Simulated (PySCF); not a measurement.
# MoH3: quartet, from a trigonal planar start

The task is one start of a wider search on MoH3: the quartet, from a trigonal planar start. It is relaxed, tested by its Hessian and followed downhill if it is a saddle.

The runs use PySCF 2.14.0; PBE0, basis Mo def2-TZVP with ECP28, H def2-TZVP, scalar-relativistic core potentials, no spin–orbit coupling, density fitting.

## 1. The system as given

4 atoms, charge 0, spin multiplicity 4.

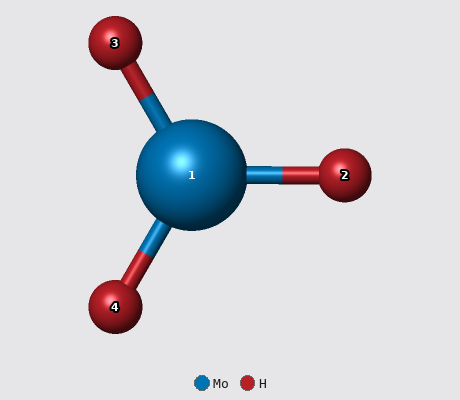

As it starts; molybdenum blue, hydrogen red; atoms are numbered from 1 in the order of the file.

```xyz
4
charge 0 multiplicity 4
Mo    0.0000    0.0000    0.0000
H     1.7000    0.0000    0.0000
H    -0.8500    1.4722    0.0000
H    -0.8500   -1.4722    0.0000
```

## 2. The SCF at the typed geometry

The steps below are one call of a driver around PySCF. For each, scf.py gives the equivalent set-up of the SCF; relaxations use the driver's own optimiser. After this first run the driver tries any further starts and a stability analysis.

scf.py reads:

```python
from pyscf import gto, scf, dft
mol = gto.M(atom='''
Mo     0.000000     0.000000     0.000000
H      1.700000     0.000000     0.000000
H     -0.850000     1.472200     0.000000
H     -0.850000    -1.472200     0.000000''',
    basis={'Mo': 'def2-TZVP', 'H': 'def2-TZVP'},
    ecp={'Mo': 'def2-TZVP'},
    charge=0, spin=3)
mf = dft.UKS(mol, xc='PBE0')
mf.grids.atom_grid = (50, 194)
aux = {'Mo': 'def2-universal-JKFIT', 'H': 'def2-universal-JKFIT'}
mf = mf.density_fit(auxbasis=aux)
mf.conv_tol = 1e-08
mf.diis_space = 10
mf.max_cycle = 60
mf.init_guess = 'minao'
mf.verbose = 4
mf.kernel()
```

Launch:

```console
OMP_NUM_THREADS=2 python axn.py task.json out
```

After this run come: Relaxing the quartet from the trigonal planar start; Frequencies; Downhill along the imaginary mode; Is it a minimum? Harmonic modes.

Before running it: what results should come out? Wanted: minimum; geometry; wavenumbers; dipole moment; highest occupied, lowest empty level; polar-tensor charge of Mo1; zero-point energy; atomisation energy; ⟨S²⟩.

As calculated:

```
                                          quantity                                   value
                                           minimum                            quartet, C3v
                                          geometry   Mo–H 1.695 Å (×3); H–Mo–H 107.4° (×3)
                                wavenumbers (cm⁻¹)  410 (a1), 602 (e), 1873 (e), 1909 (a1)
                                     dipole moment                                  2.56 D
highest occupied, lowest empty level (either spin)                         -6.65, -2.02 eV
                        polar-tensor charge of Mo1                                 +1.02 e
                                 zero-point energy                             43.5 kJ/mol
                               entropy at 298.15 K                         246.5 J/(mol K)
         atomisation energy (no zero-point energy)                              708 kJ/mol
                                              ⟨S²⟩                                   3.795
```

The trigonal planar start (D3h) ends in a minimum of C3v symmetry, after a stop at a saddle point 14.3 kJ/mol higher, from which it was pushed off along an imaginary mode. In the infrared the band at 1873 cm⁻¹ (e, stretch) leads. Most of the spin sits on Mo1 (Mulliken spin 3.43, against 3 for the whole molecule). Only this shape and spin were tried, so other structures or states may lie lower. One determinant may miss the lowest occupation of an open d or f shell.
